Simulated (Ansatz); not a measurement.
**HOCN (cyanic acid): revPBE/STO-3G**

What is the energy change on altering one bond length of HOCN (cyanic acid) at revPBE/STO-3G? 

The calculation is run with Ansatz 0.2.0.

71 further runs of the same task are left out: 2 that didn't finish, 69 set aside as unsound or not needed.

## 1. The structure to begin with

HOCN has 4 atoms, charge 0, and is taken as a singlet. As SMILES, `N#CO`. Geometry: relaxed at PBE0-D4/def2-TZVP.

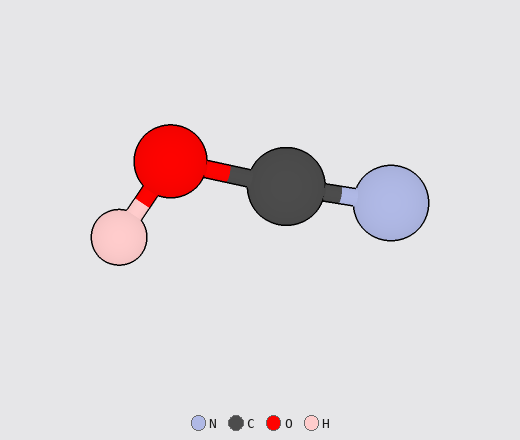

Viewed from a chosen angle; nitrogen light blue, carbon dark grey, oxygen red, hydrogen pink.

## 2. The energy at revPBE/STO-3G

Input file in.yaml:

```yaml
crystal:
  periodic: [false, false, false]
  atoms:
    - symbol: N
      position_ang: [-1.343020, -0.163260, 0.884430]
    - symbol: C
      position_ang: [-0.431900, 0.072570, 0.218870]
    - symbol: O
      position_ang: [0.558270, 0.398850, -0.541130]
    - symbol: H
      position_ang: [1.216640, -0.308160, -0.562170]
basis:
  gaussian: {orbitals: STO-3G}
hamiltonian: {xc: {name: revPBE}}
accuracy: high
```

Launch:

```console
$ ansatz run in.yaml --threads 1 --pin off --max-ram 3480MiB --events-out events.jsonl --progress --plain --runs-dir runs
```

What it wrote:

```text
Warning: RAYON_NUM_THREADS=1 ignored (pool sized by the plan → 1); use --threads N
Functional definition: revPBE
  name "revPBE"
  parameter kappa = 1.245
  parameter beta = 0.06672455060314922
  exchange = pbe_x(kappa = kappa, mu = beta*pi^2/3)
  correlation = pbe_c(beta = beta)
274 factors; integrals over basis functions are off by at most 3.1e-8 eV
mean field evaluation 1: about -4522.1149 eV, gradient 3.9e1 eV
mean field evaluation 2: about -4478.5396 eV, gradient 1.3e2 eV
mean field evaluation 4: about -4526.3137 eV, gradient 4.8e0 eV
mean field evaluation 8: about -4526.3138 eV, gradient 9.5e-2 eV
mean field evaluation 16: about -4526.3138 eV, gradient 1.3e-7 eV
mean field -4526.31384744 eV, -166.3389658476 hartree, gradient 1.5e-8 eV, S^2 0.000000; 0 other end points of the search recorded, 0 dependent functions left out
reference -4526.31384907 eV, -166.3389659078 hartree; 11, 11 occupied and 5, 5 virtual orbitals, 274 factors
Total energy: -4526.31384907 eV, -166.3389659078 hartree
```

Run time: 0.42 s. Hardware: 1 thread of Intel Xeon 6975P-C (Granite Rapids), shared host.

## 3. The distorted shape at the same level

Input file molecule.yaml:

```yaml
crystal:
  periodic: [false, false, false]
  atoms:
    - {symbol: "N", position_ang: [-1.590569, -0.244832, 1.074435]}
    - {symbol: C, position_ang: [-0.679449, -0.009002, 0.408875]}
    - {symbol: O, position_ang: [0.558270, 0.398850, -0.541130]}
    - {symbol: H, position_ang: [1.216640, -0.308160, -0.562170]}
basis:
  gaussian: {orbitals: STO-3G}
hamiltonian: {xc: {name: revPBE}}
accuracy: high
```

Launch:

```console
$ ansatz run molecule.yaml --threads 1 --pin off --max-ram 3480MiB --events-out events.jsonl --progress --plain --runs-dir runs
```

What it wrote (excerpt; [...] marks lines left out):

```text
Warning: RAYON_NUM_THREADS=1 ignored (pool sized by the plan → 1); use --threads N
[... 6 set-up lines as earlier in the session ...]
271 factors; integrals over basis functions are off by at most 1.2e-8 eV
mean field evaluation 1: about -4523.0211 eV, gradient 3.1e1 eV
mean field evaluation 2: about -4473.0614 eV, gradient 1.4e2 eV
mean field evaluation 4: about -4525.3397 eV, gradient 9.7e0 eV
mean field evaluation 8: about -4525.5821 eV, gradient 5.0e-2 eV
mean field evaluation 16: about -4525.5822 eV, gradient 6.9e-6 eV
mean field -4525.58215221 eV, -166.3120765438 hartree, gradient 5.4e-8 eV, S^2 0.000000; 0 other end points of the search recorded, 0 dependent functions left out
reference -4525.58215388 eV, -166.3120766054 hartree; 11, 11 occupied and 5, 5 virtual orbitals, 271 factors
Total energy: -4525.58215388 eV, -166.3120766054 hartree
```

It took 0.42 s on 1 thread of Intel Xeon 6975P-C (Granite Rapids), shared host.

## 4. What came out

Level: revPBE/STO-3G.

```
                                                         quantity          value
                                        first shape: total energy  -166.33897 Eh
                                    distorted shape: total energy  -166.31208 Eh
energy change with the C2–O3 bond stretched from 1.290 to 1.613 Å       0.732 eV
```

In words: With the C2–O3 bond stretched from 1.290 to 1.613 Å the energy rises by 0.73 eV (16.9 kcal/mol). The first shape isn't relaxed at this level, so the change isn't measured from a minimum. The minimal basis adds a large error of its own.
